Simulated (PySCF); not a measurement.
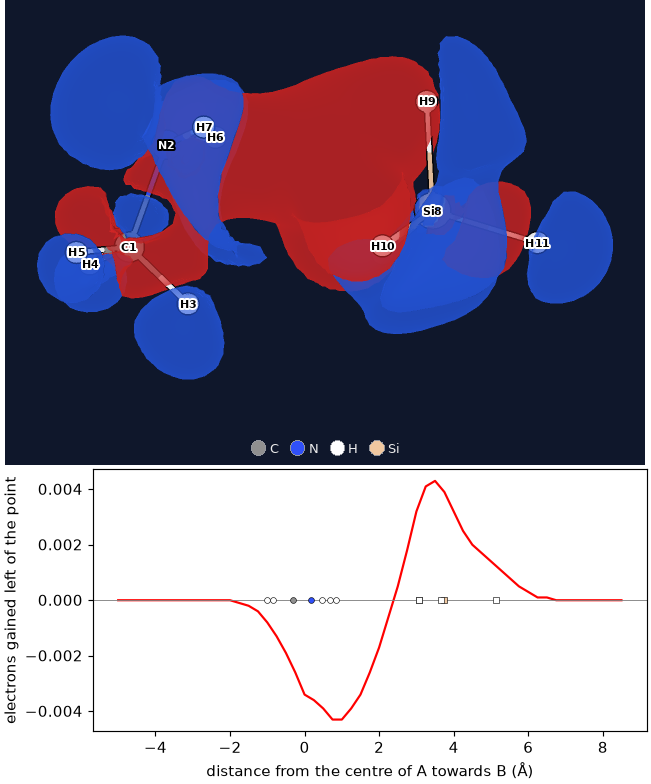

CH9NSi, SMILES `CN.[SiH4]`. Density of the complex less the densities of the two fragments at the same geometry, ±0.0002 e/Å³ (red: gain, blue: loss). Fragment A: H5CN (atoms 1–7); fragment B: SiH4. Below: the charge-displacement curve along the line of centres (A on the left).

PySCF calculation, B3LYP/def2-SVPD, gas phase; geometry: GFN2-xTB.

Question: Which way does charge flow?

Answer: Hirshfeld charges show almost no net transfer (under 0.005 e). 0.01 e is displaced in all, which induces a dipole of 0.02 D.

Question: What is the interaction energy, and which contacts carry it?

Answer: The counterpoise-corrected interaction energy of the frozen fragments is +0.5 kcal/mol without dispersion correction and −1.6 kcal/mol with D3(BJ). The pair geometry is semi-empirical, not a minimum at this level. Contacts: N2···H12, 3.42 Å, ρ = 0.005 a.u. The pose is a local one from a semi-empirical search, not shown to be the most stable.
